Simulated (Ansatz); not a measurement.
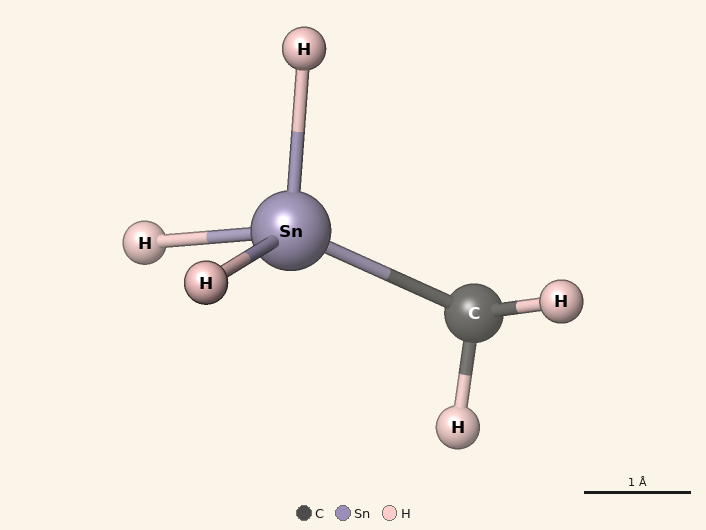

Atoms fade into the background with distance from the viewer. State: charge −1, singlet. Computed geometry: PBE0-D4/def2-TZVPD optimisation. No frequency run is at hand to confirm it as a minimum. Masses are those of the most abundant isotopes; constants are for the rigid equilibrium geometry.

**What kind of rotor is it, and what are its rotational constants in GHz?**

An asymmetric top (Cs): A = 53.8, B = 7.83, C = 7.67 GHz. Ray's parameter κ is −0.99, close to the prolate limit.
